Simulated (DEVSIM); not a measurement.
Structure: Pt/SiO2/n-Ge capacitor, at 300 K.

```
layer (left to right)  material  thickness (nm)  Nd (cm⁻³)
---------------------  --------  --------------  ---------
1                          SiO2            21.0          -
2                            Ge             350     2.9e18
```

Metal gate on the left, work function 5.6 eV. Fixed charge at the semiconductor interface 0 cm⁻² (in units of +e); no interface traps.

This is a model device: material constants are rounded textbook-type values typed into the input, and sizes, dopings and lifetimes were drawn at random. Values at 300 K.

```
parameter      SiO2       Ge
-------------  ----  -------
gap (eV)          9    0.664
affinity (eV)   0.9        4
permittivity    3.9       16
Nc (cm⁻³)         -  1.04e19
Nv (cm⁻³)         -     6e18
```

Model (solved in DEVSIM): 1D Poisson equation in equilibrium, Boltzmann statistics, complete ionisation; no quantum confinement or tunnelling. Metal contacts follow the ideal Schottky-Mott rule: no Fermi-level pinning, no interface dipoles.

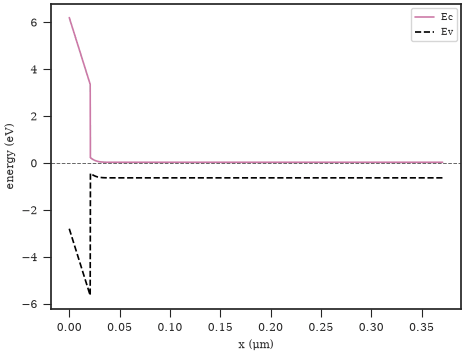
Figure: Band edges at -1.5 V on the gate

Energies count from the Fermi level of the right contact; mesh points crowd at the junctions.

| x (μm) | Ec (eV) | Ev (eV) | n (cm⁻³) | p (cm⁻³) | field (V/cm) |
|---|---|---|---|---|---|
| 0.000 | 6.200 | -2.800 | < 1e2 | < 1e2 | -1400000 |
| 0.001010 | 6.062 | -2.938 | < 1e2 | < 1e2 | -1400000 |
| 0.002924 | 5.800 | -3.200 | < 1e2 | < 1e2 | -1400000 |
| 0.006189 | 5.354 | -3.646 | < 1e2 | < 1e2 | -1400000 |
| 0.01357 | 4.344 | -4.656 | < 1e2 | < 1e2 | -1400000 |
| 0.01737 | 3.824 | -5.176 | < 1e2 | < 1e2 | -1400000 |
| 0.01961 | 3.519 | -5.481 | < 1e2 | < 1e2 | -1400000 |
| 0.02104 | 0.227 | -0.437 | 1.6e15 | 2.7e11 | -330000 |
| 0.02212 | 0.193 | -0.471 | 6.0e15 | 7.3e10 | -300000 |
| 0.02417 | 0.139 | -0.525 | 4.8e16 | 9.0e9 | -230000 |
| 0.02835 | 0.070 | -0.594 | 7.0e17 | 6.3e8 | -110000 |
| 0.04027 | 0.034 | -0.630 | 2.8e18 | 1.5e8 | -2400 |
| 0.05859 | 0.033 | -0.631 | 2.9e18 | 1.5e8 | ≈ 0 |
| 0.09332 | 0.033 | -0.631 | 2.9e18 | 1.5e8 | ≈ 0 |
| 0.1960 | 0.033 | -0.631 | 2.9e18 | 1.5e8 | ≈ 0 |
| 0.2823 | 0.033 | -0.631 | 2.9e18 | 1.5e8 | ≈ 0 |
| 0.3248 | 0.033 | -0.631 | 2.9e18 | 1.5e8 | ≈ 0 |
| 0.3480 | 0.033 | -0.631 | 2.9e18 | 1.5e8 | ≈ 0 |
| 0.3618 | 0.033 | -0.631 | 2.9e18 | 1.5e8 | ≈ 0 |
| 0.3669 | 0.033 | -0.631 | 2.9e18 | 1.5e8 | ≈ 0 |
| 0.3694 | 0.033 | -0.631 | 2.9e18 | 1.5e8 | ≈ 0 |
| 0.3710 | 0.033 | -0.631 | 2.9e18 | 1.5e8 | ≈ 0 |
